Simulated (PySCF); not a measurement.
Si(OH)2(OMe)(Ph), C₇H₁₀O₃Si, SMILES c1cc([Si](OC)(O)O)ccc1 at its GFN2-xTB optimised geometry (Å):

```
21

C     -0.9609     2.1393    -0.9399
O     -1.1918     1.1262     0.0000
Si    -0.5332    -0.3697     0.0000
O     -0.7822    -1.1942    -1.3821
O      1.0953    -0.3697     0.0000
C     -1.3021    -1.1671     1.5219
C     -0.9536    -2.4749     1.8472
C     -1.4907    -3.1068     2.9540
C     -2.3935    -2.4363     3.7620
C     -2.7521    -1.1349     3.4546
C     -2.2105    -0.5099     2.3455
H      0.0931     2.4258    -0.9488
H     -1.2361     1.8071    -1.9432
H     -1.5703     2.9991    -0.6601
H     -1.6674    -1.4362    -1.6382
H      1.5703     0.0138     0.7315
H     -0.2493    -2.9991     1.2178
H     -1.2061    -4.1228     3.1882
H     -2.8155    -2.9265     4.6277
H     -3.4564    -0.6068     4.0819
H     -2.4897     0.5045     2.1059
```

Calculation: PBE0/def2-SVP in PySCF.

Map of the electrostatic potential (hartree/e), clipped to [-0.08, 0.12] on the plane z = 0.8 Å:

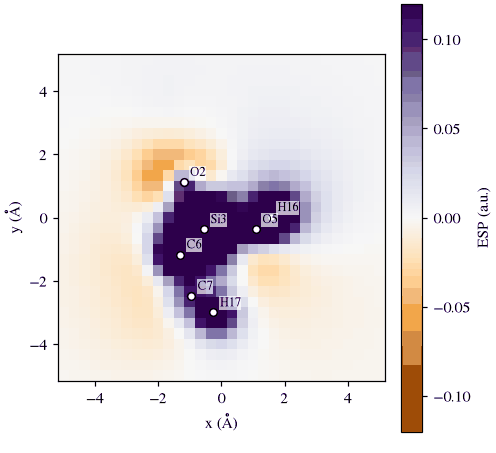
*Electrostatic potential (hartree/e), clipped to [-0.08, 0.12] on the plane z = 0.8 Å.*
